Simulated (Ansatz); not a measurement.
**BLYP/def2-SVPD (core potential) run of MoO3 (molybdenum trioxide)**

What is the energy change on altering one bond length of MoO3 (molybdenum trioxide) at BLYP/def2-SVPD (core potential)? 

The results are computed with Ansatz 0.2.0.

3 further runs of the same task are left out: 2 that didn't finish, 1 set aside as unsound or not needed.

### 1 Starting point

MoO3 has 4 atoms, charge 0, and is taken as a singlet. As SMILES, `[O]=[Mo](=[O])=[O]`. Geometry: relaxed at PBE0-D4/def2-TZVP.

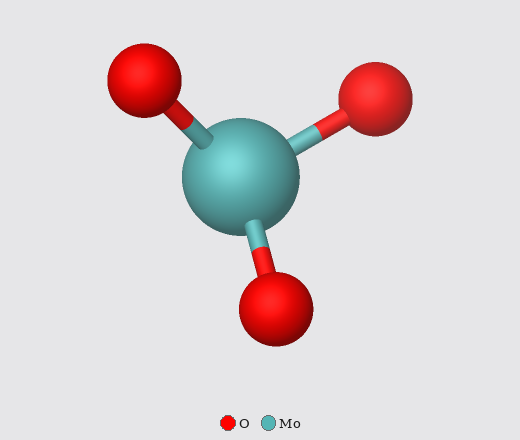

Viewed from a chosen angle; oxygen red, molybdenum teal.

### 2 A single-point energy at BLYP/def2-SVPD (core potential)

Contents of input.yaml:

```yaml
crystal:
  periodic: [false, false, false]
  atoms:
    - {symbol: O, position_ang: [-0.968000, -0.149800, 1.262500]}
    - {symbol: Mo, position_ang: [-0.138100, -0.336500, -0.200300]}
    - {symbol: O, position_ang: [1.507000, -0.607600, 0.088800]}
    - {symbol: O, position_ang: [-0.345200, 1.033600, -1.171400]}
basis:
  gaussian: {orbitals: def2-SVPD}
hamiltonian: {xc: {name: BLYP}}
accuracy: high
output: {orbitals: {seedname: orbitals}}
```

Command:

```sh
$ ansatz run input.yaml --threads 1 --pin off --max-ram 3480MiB --events-out events.jsonl --progress --plain --runs-dir runs
```

The log of the run:

```text
Warning: RAYON_NUM_THREADS=1 ignored (pool sized by the plan → 1); use --threads N
Functional definition: BLYP
  name "BLYP"
  parameter beta = 0.0042
  parameter a = 0.04918
  parameter b = 0.132
  parameter c = 0.2533
  parameter d = 0.349
  exchange = b88_x(beta = beta)
  correlation = lyp_c(a = a, b = b, c = c, d = d)
2048 factors; integrals over basis functions are off by at most 2.4e-9 eV
mean field evaluation 1: about -7963.2222 eV, gradient 1.3e2 eV
mean field evaluation 2: about -7556.9835 eV, gradient 3.9e2 eV
mean field evaluation 4: about -7991.6676 eV, gradient 3.1e1 eV
mean field evaluation 8: about -7993.7541 eV, gradient 1.4e0 eV
mean field evaluation 16: about -7993.7582 eV, gradient 7.9e-5 eV
mean field -7993.75817309 eV, -293.7651944973 hartree, gradient 1.8e-8 eV, S^2 0.000000; 0 other end points of the search recorded, 0 dependent functions left out
reference -7993.75821754 eV, -293.7651961308 hartree; 19, 19 occupied and 84, 84 virtual orbitals, 2048 factors
Total energy: -7993.75821754 eV, -293.7651961308 hartree
```

Run time: 8.7 s. Hardware: 1 thread of Arm Neoverse V1, shared host; peak memory 0.27 GiB.

### 3 The distorted shape, same level

Contents of molecule.yaml:

```yaml
crystal:
  periodic: [false, false, false]
  atoms:
    - {symbol: O, position_ang: [-2.284080, 0.067080, 1.031220]}
    - {symbol: Mo, position_ang: [-1.454180, -0.119620, -0.431580]}
    - {symbol: O, position_ang: [1.507000, -0.607600, 0.088800]}
    - {symbol: O, position_ang: [-1.661280, 1.250480, -1.402680]}
basis:
  gaussian:
    orbitals: def2-SVPD
hamiltonian:
  xc: {name: BLYP}
accuracy: high
output: {orbitals: {seedname: orbitals}}
```

Command:

```sh
$ ansatz run molecule.yaml --threads 1 --pin off --max-ram 3480MiB --events-out events.jsonl --progress --plain --runs-dir runs
```

The log of the run, shortened:

```text
Warning: RAYON_NUM_THREADS=1 ignored (pool sized by the plan → 1); use --threads N
Functional definition: BLYP
  name "BLYP"
[...]
2038 factors; integrals over basis functions are off by at most 2.9e-9 eV
[...]
mean field -7987.82869849 eV, -293.5472903246 hartree, gradient 2.5e-8 eV, S^2 0.000000; 8 other end points of the search recorded, 0 dependent functions left out
reference -7987.82874598 eV, -293.5472920700 hartree; 19, 19 occupied and 84, 84 virtual orbitals, 2038 factors
Total energy: -7987.82874598 eV, -293.5472920700 hartree
```

Run time: 40 s. Hardware: 1 thread of Arm Neoverse V1, shared host; peak memory 0.28 GiB.

### 4 Summary of results

Level: BLYP/def2-SVPD (core potential).

| quantity | value |
| --- | --- |
| first shape: total energy | -293.76520 Eh |
| first shape: HOMO energy | -7.49 eV |
| first shape: LUMO energy | -5.56 eV |
| first shape: HOMO–LUMO gap | 1.93 eV |
| distorted shape: total energy | -293.54729 Eh |
| energy change with the Mo2–O3 bond stretched from 1.692 to 3.046 Å | 5.929 eV |

What this shows: With the Mo2–O3 bond stretched from 1.692 to 3.046 Å the energy rises by 5.93 eV (572 kJ/mol). The first shape isn't relaxed at this level, so the change isn't measured from a minimum. A restricted reference can't describe the breaking bond well at this length.
